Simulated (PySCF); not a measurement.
| atom | x (Å) | y (Å) | z (Å) |
| --- | --- | --- | --- |
| C | 2.2903 | 1.6229 | -0.8918 |
| O | 1.3166 | 0.6926 | -0.5240 |
| Al | 0.1526 | -0.3915 | -0.0836 |
| C | 0.4601 | -2.3463 | -0.2898 |
| O | -1.3198 | 0.1264 | 0.5516 |
| Si | -2.7382 | 0.6273 | 1.1669 |
| H | 1.9335 | 2.6398 | -0.7110 |
| H | 2.5265 | 1.5142 | -1.9536 |
| H | 3.2008 | 1.4585 | -0.3094 |
| H | -0.3136 | -2.7976 | -0.9095 |
| H | 1.4279 | -2.5534 | -0.7421 |
| H | 0.4202 | -2.8499 | 0.6753 |
| H | -2.8358 | 0.0693 | 2.5182 |
| H | -2.7361 | 2.0913 | 1.1908 |
| H | -3.7894 | 0.1045 | 0.2900 |

Geometry: GFN2-xTB.

Method: CAM-B3LYP/def2-SVPD, SCF density, gas phase (PySCF).

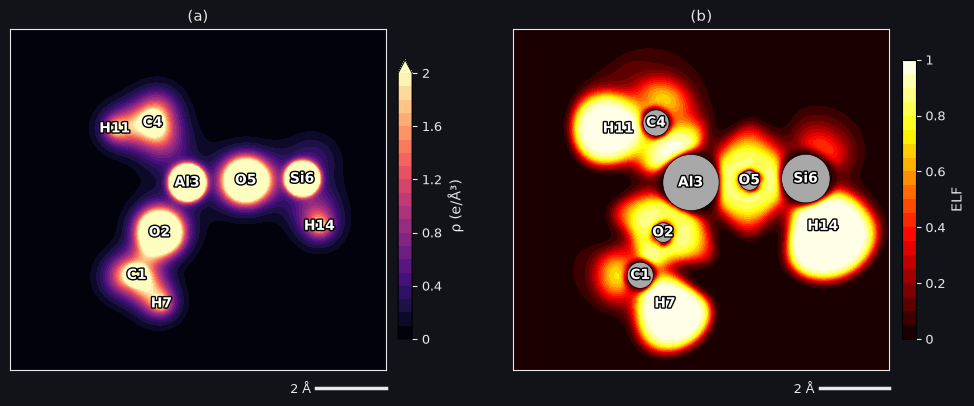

C2H9AlO2Si (SMILES C[O][Al]([CH3])[O][SiH3]). (a) total electron density; (b) ELF on the plane of atoms O2, Al3 and O5. Grey discs cover the atomic cores in the ELF map.

What do the fields say about this system?

Atoms in the plane: C, O, Al, Si and H.
C–O (1.40 Å): ρ is about 2.1 e/Å³ halfway, with its minimum of 1.7 e/Å³ about 0.5 Å from C; the ELF peaks at about 0.90 between the atoms: a polar covalent bond.
Si–O (1.63 Å): the density is about 1.1 e/Å³ at the midpoint; the ELF peaks at about 0.85 between the atoms, as expected for a short, strongly polar bond.
Al–O (1.65 Å): the density is about 0.85 e/Å³ at the midpoint; the ELF peaks at about 0.80 in the valence shell of O, 0.6 Å from its nucleus, and is about 0.30 at the midpoint.
C–Al (1.99 Å): the density is about 0.7 e/Å³ at the midpoint; the ELF peaks at about 0.95 between the atoms (a polar covalent bond).
C–H (1.09 Å): ρ is about 1.9 e/Å³ halfway; the ELF climbs to about 1 towards the hydrogen, as it does in any bond to H; an ordinary covalent bond to hydrogen.
The ELF also peaks beside O2 and O5, away from the bonds: lone-pair regions.
